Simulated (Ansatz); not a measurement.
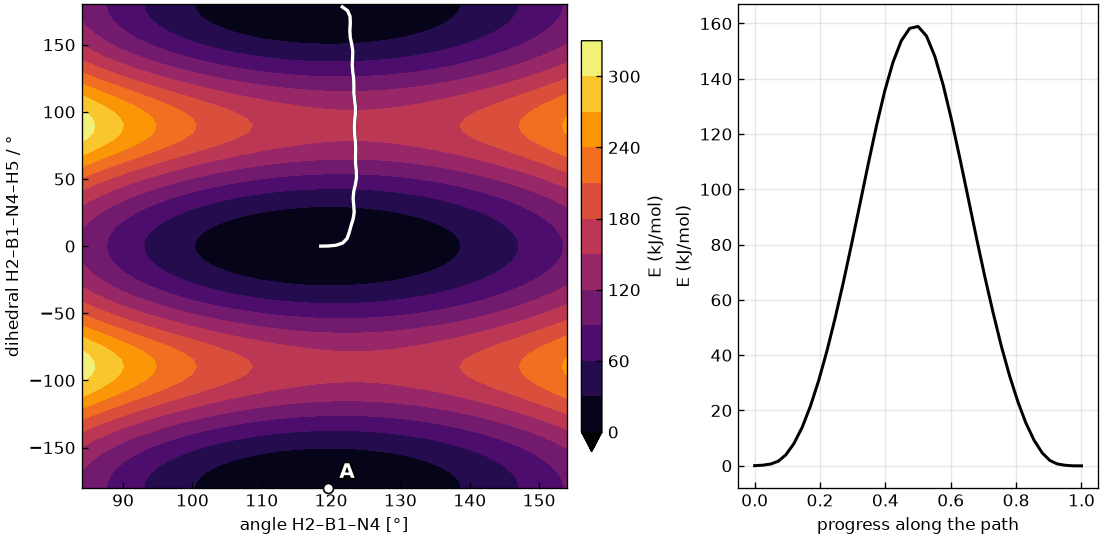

BH2(NH2) (BH₄N). The first coordinate is: angle H2–B1–N4; the second: dihedral H2–B1–N4–H5. Nothing is relaxed (all other coordinates rigid). The scan uses a 15 × 15 grid; 120 points were computed and 105 follow by symmetry. Points are written as (first, second). Energies are in kJ/mol, from the lowest grid point. Theory: RKS r2SCAN0-D4/def2-TZVP in Ansatz 0.2.0.

Drawn: filled contours, a line along the lowest path, the energy along the path at the right, the start A. Between grid points the surface is interpolated.

Question: Describe the path and its barrier.

Answer: The easiest path leads from the well at (119°, −180°) to a well of about the same depth at about (119°, 0°). Its highest point lies about 159 kJ/mol above the bottom of the first well on the interpolated surface, at (124°, 84°). The start is the relaxed structure and all else is held, so a fully relaxed path at this level can only be lower.
